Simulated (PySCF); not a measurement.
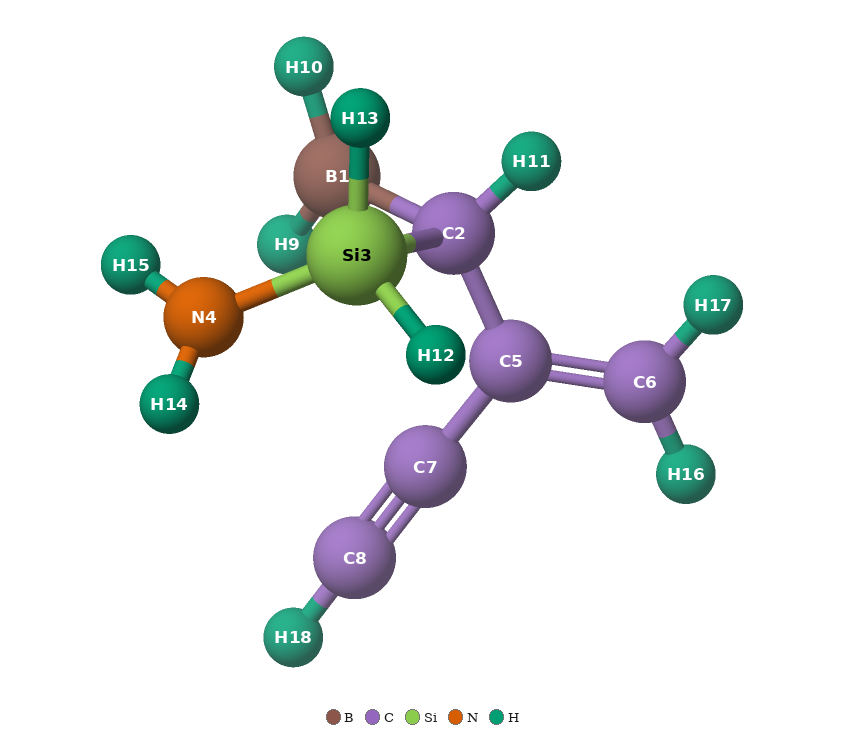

State: charge +1, doublet. The computed structure is the end point of a GFN2-xTB optimisation. No frequency run is at hand to confirm it as a minimum. Level of theory: UKS B3LYP, pcH-1 on B C H N Si, non-relativistic (PySCF 2.14.0).

Give the isotropic hyperfine couplings (Fermi-contact term alone) of B1, C2, Si3, N4, C5, C6, C7, C8, H9, H10, H11, H12, H13, H14, H15, H16, H17, H18.

```json
{"atom": "B1", "isotope": "11B", "a_iso (MHz)": "−2.1"}
{"atom": "C2", "isotope": "13C", "a_iso (MHz)": "5.2"}
{"atom": "Si3", "isotope": "29Si", "a_iso (MHz)": "12.0"}
{"atom": "N4", "isotope": "14N", "a_iso (MHz)": "9.4"}
{"atom": "C5", "isotope": "13C", "a_iso (MHz)": "−19.4"}
{"atom": "C6", "isotope": "13C", "a_iso (MHz)": "42.1"}
{"atom": "C7", "isotope": "13C", "a_iso (MHz)": "−5.8"}
{"atom": "C8", "isotope": "13C", "a_iso (MHz)": "8.6"}
{"atom": "H9", "isotope": "1H", "a_iso (MHz)": "19.0"}
{"atom": "H10", "isotope": "1H", "a_iso (MHz)": "−3.2"}
{"atom": "H11", "isotope": "1H", "a_iso (MHz)": "−10.3"}
{"atom": "H12", "isotope": "1H", "a_iso (MHz)": "2.8"}
{"atom": "H13", "isotope": "1H", "a_iso (MHz)": "74.4"}
{"atom": "H14", "isotope": "1H", "a_iso (MHz)": "−8.3"}
{"atom": "H15", "isotope": "1H", "a_iso (MHz)": "−9.8"}
{"atom": "H16", "isotope": "1H", "a_iso (MHz)": "−35.3"}
{"atom": "H17", "isotope": "1H", "a_iso (MHz)": "−35.0"}
{"atom": "H18", "isotope": "1H", "a_iso (MHz)": "−10.6"}
```

The geometry is semi-empirical. Around B, Si such bond lengths and angles can be off by a tenth of an ångström or more and by several degrees, and values that hang on the shape move with them.
